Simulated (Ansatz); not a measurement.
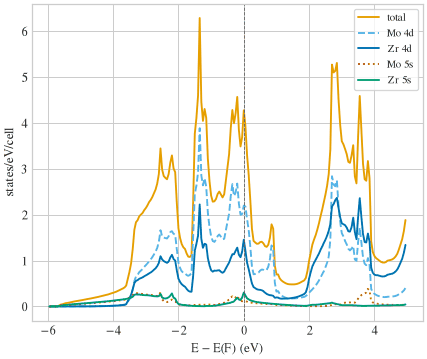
Figure. Total and projected density of states of ZrMo (CsCl type, Pm-3m), PBE in the plane-wave PAW code Ansatz

Q: Which orbitals carry the states next to the Fermi level?

A: Within 0.5 eV of the Fermi level: Mo 4d 57 %, Zr 4d 29 %. Projections are on Löwdin-orthogonalised atomic valence shells; empty p or d shells of many metals are not among them.

Q: Where is the tallest occupied peak in this window, and what makes it?

A: Near -1.3 eV, about 6.3 states/eV per cell; the largest projected share is Mo 4d.

The start of the workflow was typed in or built on a structure type; neither database checked (COD, Materials Project) lists it. Its standing as an ambient phase is unchecked. Symmetry was held in the PBE relaxation; its stability against distortions is not shown here. No spin polarisation was allowed. Scalar-relativistic: spin–orbit coupling is off unless named, which matters more the heavier the elements.

Potentials: the later of the program's two PAW sets.
